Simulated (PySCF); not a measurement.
# One shape, several levels: GaHBr2 (SMILES [Br][GaH][Br])

We compute a comparison of 4 runs (B3LYP/def2-SVP, BHLYP/def2-SVP, BLYP/def2-SVP, SVWN5/def2-SVP) of GaHBr2. 

Program for the calculation: PySCF 2.14.0.

7 further runs of the same task are left out: 4 that didn't finish, 3 set aside as unsound or not needed.

### 1 The molecule

GaHBr2: 4 atoms, total charge 0, spin state singlet. SMILES: `[Br][GaH][Br]`. The shape is that of a PBE0-D4/def2-TZVP optimisation.

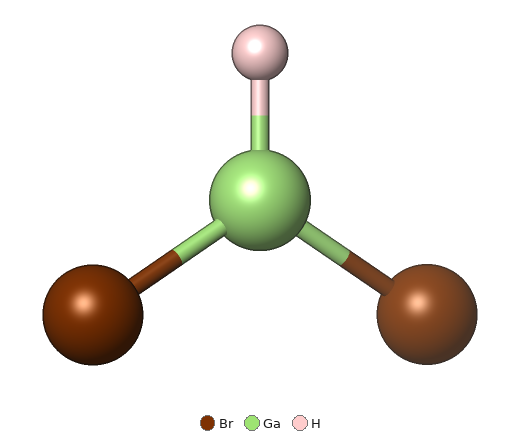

Viewed from a chosen angle; bromine brown, gallium green, hydrogen pink.

### 2 A single-point energy at B3LYP/def2-SVP (run 1)

Contents of input.py:

```python
from pyscf import gto, dft

molecule = gto.Mole()
molecule.atom = '''
Br    -3.905497     0.089573    -1.151032
Ga     0.247176     0.309159    -0.067274
Br     1.930355    -3.246361     1.662203
H      1.832845     2.733489    -0.482069
'''
molecule.max_memory = 1860
molecule.verbose = 3
molecule.unit = 'bohr'
molecule.basis = 'def2-svp'
molecule.build()

ks = dft.RKS(molecule)
ks.xc = 'b3lyp'
ks.grids.level = 5
ks.conv_tol = 1e-10
ks.kernel()
if not ks.converged:
    ks = ks.newton().run(ks.mo_coeff, ks.mo_occ)

energy = ks.e_tot
print(f'total energy: {energy:.8f} hartree')
```

Command:

```
$ OMP_NUM_THREADS=1 python input.py
```

Log:

```text
converged SCF energy = -7073.1061436905
total energy: -7073.10614369 hartree
```

It took 11 s on 1 thread of Intel Xeon Platinum 8488C (Sapphire Rapids), shared host; peak memory 0.55 GiB.

### 3 The energy at BHLYP/def2-SVP (run 2)

Contents of job.py:

```python
from pyscf import gto, dft

mol = gto.M(
    atom='''
Br  -2.066700   0.047400  -0.609100
Ga   0.130800   0.163600  -0.035600
Br   1.021500  -1.717900   0.879600
H    0.969900   1.446500  -0.255100
''',
    charge=0,
    max_memory=1860,
    verbose=3,
    basis='def2-svp',
)

mf = dft.RKS(mol, xc='bhandhlyp')
mf.conv_tol = 1e-10
mf.grids.level = 5
mf.kernel()
if not mf.converged:
    mf = mf.newton().run(mf.mo_coeff, mf.mo_occ)

energy = mf.e_tot
print(f'total energy: {energy:.8f} hartree')
```

Command:

```
$ OMP_NUM_THREADS=1 python job.py
```

Log:

```text
converged SCF energy = -7072.96054661496
total energy: -7072.96054661 hartree
```

It took 11 s on 1 thread of Intel Xeon Platinum 8488C (Sapphire Rapids), shared host; peak memory 0.55 GiB.

Run 3 isn't shown in full; the table further down has it.

### 4 The energy at SVWN5/def2-SVP (run 4)

Contents of input.py:

```python
# [Br][GaH][Br]
from pyscf import gto, dft

mol = gto.M(
    atom=[
    ('Br', (-2.066700, 0.047400, -0.609100)),
    ('Ga', (0.130800, 0.163600, -0.035600)),
    ('Br', (1.021500, -1.717900, 0.879600)),
    ('H', (0.969900, 1.446500, -0.255100)),
],
    basis='def2-svp',
    verbose=3,
    max_memory=1860,
)

myscf = dft.RKS(mol, xc='svwn')
myscf.grids.level = 5
myscf.conv_tol = 1e-10
myscf.kernel()
if not myscf.converged:
    myscf = myscf.newton().run(myscf.mo_coeff, myscf.mo_occ)

e_tot = myscf.e_tot
print('E(%s) = %.9f' % ('SVWN5', e_tot))
```

Command:

```
$ OMP_NUM_THREADS=1 python input.py
```

Log:

```text
converged SCF energy = -7062.88321806277
E(SVWN5) = -7062.883218063
```

Wall time 6 s (1 thread of Intel Xeon Platinum 8488C (Sapphire Rapids), shared host); peak memory 0.35 GiB.

### 5 All runs side by side

| run | level | energy (Eh) | dipole moment (D) | HOMO energy (eV) | LUMO energy (eV) | wall time |
| --- | --- | --- | --- | --- | --- | --- |
| 1 | B3LYP/def2-SVP | -7073.106144 | 1.31 | -8.06 | -1.97 | 11 s |
| 2 | BHLYP/def2-SVP | -7072.960547 | 1.48 | -9.47 | -1.00 | 11 s |
| 3 | BLYP/def2-SVP | -7073.113682 | 1.14 | -6.84 | -2.36 | 11 s |
| 4 | SVWN5/def2-SVP | -7062.883218 | 1.26 | -7.21 | -2.75 | 6 s |

### 6 Results

```
            quantity           value
 run 4: total energy  -7062.88322 Eh
run 4: dipole moment          1.26 D
  run 4: HOMO energy        -7.21 eV
  run 4: LUMO energy        -2.75 eV
run 4: HOMO–LUMO gap         4.46 eV
```

**Reading.** The dipole moment (its size) runs from 1.14 D (BLYP/def2-SVP) to 1.48 D (BHLYP/def2-SVP). The HOMO–LUMO gap runs from 4.46 eV (SVWN5/def2-SVP) to 8.47 eV (BHLYP/def2-SVP). Totals of different functionals can't be ranked against each other. All runs together took 39 s, the longest 11 s.
